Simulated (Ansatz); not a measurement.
# SiH4O3 (SMILES O[SiH](O)O): B3LYP/6-31G(d) (spherical functions)

What is the energy change on altering one bond length of SiH4O3 at B3LYP/6-31G* (spherical functions)? 

The calculation is run with Ansatz 0.2.0.

30 further runs of the same task are left out: 30 set aside as unsound or not needed. Runs told in other sessions of the task aren't counted.

## 1. The system as given

SiH4O3: 8 atoms, total charge 0, spin state singlet. As SMILES, `O[SiH](O)O`. Geometry: relaxed at PBE0-D4/def2-TZVP. This is one conformer, not always the lowest.

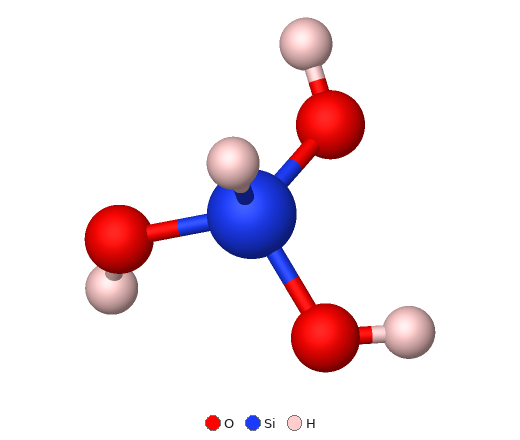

The structure, seen from a chosen angle (oxygen red, silicon blue, hydrogen pink).

## 2. The energy at B3LYP/6-31G(d) (spherical functions)

Contents of run.yaml:

```yaml
crystal:
  periodic: [false, false, false]
  atoms:
    - symbol: O
      position_ang: [0.057900, 1.618800, -0.225000]
    - symbol: Si
      position_ang: [-0.171600, 0.082600, 0.269200]
    - symbol: O
      position_ang: [1.169300, -0.861100, 0.196500]
    - symbol: O
      position_ang: [-1.250800, -0.639700, -0.721300]
    - symbol: H
      position_ang: [0.176800, 1.769800, -1.164500]
    - symbol: H
      position_ang: [-0.642800, 0.209400, 1.662000]
    - symbol: H
      position_ang: [1.894900, -0.655000, 0.786800]
    - symbol: H
      position_ang: [-1.141700, -1.581700, -0.859700]
basis:
  gaussian:
    orbitals: 6-31G_st_-spherical.json
hamiltonian:
  xc: {name: B3LYP}
accuracy: high
output: {orbitals: {seedname: orbitals}}
```

The basis set 6-31G* is read from a file made from the Basis Set Exchange's data (not shown).

The run is started by

```bash
$ ansatz run run.yaml --threads 1 --pin off --max-ram 3480MiB --events-out events.jsonl --progress --plain --runs-dir runs
```

Output:

```text
Warning: RAYON_NUM_THREADS=1 ignored (pool sized by the plan → 1); use --threads N
Functional definition: B3LYP
  name "B3LYP"
  parameter a0 = 0.2
  parameter ax = 0.72
  parameter ac = 0.81
  exchange = (1 - a0 - ax)*slater_x + ax*b88_x + a0*exact_x
  correlation = (1 - ac)*vwn_rpa_c + ac*lyp_c
1514 factors; integrals over basis functions are off by at most 3.6e-9 eV
mean field evaluation 1: about -14075.8370 eV, gradient 8.1e1 eV
mean field evaluation 2: about -14061.2501 eV, gradient 1.2e2 eV
mean field evaluation 4: about -14086.7205 eV, gradient 1.6e0 eV
mean field evaluation 8: about -14086.9099 eV, gradient 1.6e-1 eV
mean field evaluation 16: about -14086.9099 eV, gradient 1.4e-5 eV
mean field -14086.90994002 eV, -517.6843918451 hartree, gradient 7.9e-8 eV, S^2 0.000000; 0 other end points of the search recorded, 0 dependent functions left out
reference -14086.90997657 eV, -517.6843931886 hartree; 21, 21 occupied and 47, 47 virtual orbitals, 1514 factors
Total energy: -14086.90997657 eV, -517.6843931886 hartree
```

Run time: 6 s. Hardware: 1 thread of Arm Neoverse V2, shared host; peak memory 0.2 GiB.

## 3. The distorted shape at the same level

Contents of in.yaml:

```yaml
crystal:
  periodic: [false, false, false]
  atoms:
    - {symbol: O, position_ang: [-0.050942, 1.587884, -0.313547]}
    - {symbol: Si, position_ang: [-0.280442, 0.051684, 0.180653]}
    - {symbol: O, position_ang: [1.060458, -0.892016, 0.107953]}
    - {symbol: O, position_ang: [-1.359642, -0.670616, -0.809847]}
    - {symbol: H, position_ang: [0.067958, 1.738884, -1.253047]}
    - {symbol: H, position_ang: [-0.751642, 0.178484, 1.573453]}
    - {symbol: H, position_ang: [1.894900, -0.655000, 0.786800]}
    - {symbol: H, position_ang: [-1.250542, -1.612616, -0.948247]}
basis:
  gaussian: {orbitals: 6-31G_st_-spherical.json}
hamiltonian: {xc: {name: B3LYP}}
accuracy: high
output: {orbitals: {seedname: orbitals}}
```

The basis set 6-31G* is read from a file made from the Basis Set Exchange's data (not shown).

The run is started by

```bash
$ ansatz run in.yaml --threads 1 --pin off --max-ram 3480MiB --events-out events.jsonl --progress --plain --runs-dir runs
```

Output, cut to the lines that bear on the results:

```text
Warning: RAYON_NUM_THREADS=1 ignored (pool sized by the plan → 1); use --threads N
[... 7 set-up lines as earlier in the session ...]
1514 factors; integrals over basis functions are off by at most 3.6e-9 eV
mean field evaluation 1: about -14075.4105 eV, gradient 8.0e1 eV
mean field evaluation 2: about -14059.2081 eV, gradient 1.2e2 eV
mean field evaluation 4: about -14086.3730 eV, gradient 3.0e0 eV
mean field evaluation 8: about -14086.5679 eV, gradient 1.6e-1 eV
mean field evaluation 16: about -14086.5679 eV, gradient 2.2e-5 eV
mean field -14086.56793724 eV, -517.6718234750 hartree, gradient 6.1e-8 eV, S^2 0.000000; 0 other end points of the search recorded, 0 dependent functions left out
reference -14086.56797389 eV, -517.6718248218 hartree; 21, 21 occupied and 47, 47 virtual orbitals, 1514 factors
Total energy: -14086.56797389 eV, -517.6718248218 hartree
```

Run time: 6 s. Hardware: 1 thread of Arm Neoverse V2, shared host; peak memory 0.2 GiB.

## 4. What came out

Level: B3LYP/6-31G* (spherical functions).

| quantity | value |
| --- | --- |
| first shape: total energy | -517.68439 Eh |
| first shape: HOMO energy | -8.46 eV |
| first shape: LUMO energy | 1.28 eV |
| first shape: HOMO–LUMO gap | 9.74 eV |
| distorted shape: total energy | -517.67182 Eh |
| distorted shape: HOMO energy | -8.41 eV |
| distorted shape: LUMO energy | 0.52 eV |
| distorted shape: HOMO–LUMO gap | 8.93 eV |
| energy change with the O3–H7 bond stretched from 0.958 to 1.102 Å | 0.342 eV |

What this shows: With the O3–H7 bond stretched from 0.958 to 1.102 Å the energy rises by 0.34 eV (33.0 kJ/mol). The first shape isn't relaxed at this level, so the change isn't measured from a minimum.
